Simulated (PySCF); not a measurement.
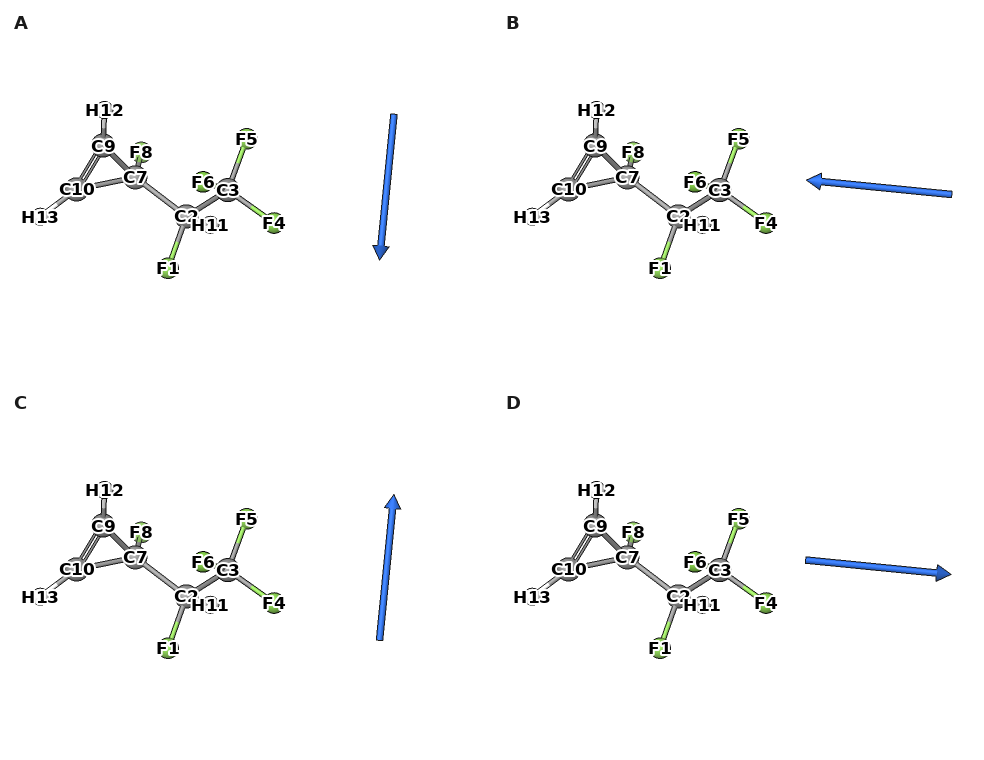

The same molecule four times, each with an arrow. The computed structure is the end point of a GFN2-xTB optimisation. No frequency run is at hand to confirm it as a minimum. Method: B3LYP/def2-SVPD, gas phase (PySCF 2.14.0).

Which arrow points along the dipole moment, from the negative to the positive end?

Answer. B. The dipole moment is 1.98 D; it points from the side of F4 to the side of H13 (the outermost atoms at the two ends).
